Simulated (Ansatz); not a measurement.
The starting structures come from a database of crystals and need not be the phases stable at ambient conditions.

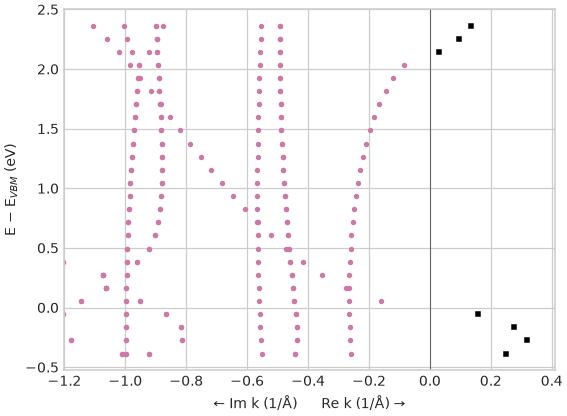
*Complex bands at the centre of the two-dimensional zone; r2SCAN (Ansatz, a quantum-chemistry and plane-wave program)*

The gap is the functional's own. No spin-orbit coupling. Mid-gap values are interpolated on the energy grid.

Problem. This is Mg(SbO₃)₂ (P4_2/mnm, not sure to be the ambient phase, 18 atoms a cell, 11.2 Å³ an atom) along the normal of (001). Read off the slowest decay at the centre of the two-dimensional zone at 1.04 eV, the computed energy nearest the middle of the gap.

Solution. κ ≈ 0.24 1/Å, a decay length 1/(2κ) of the density of 2.1 Å.
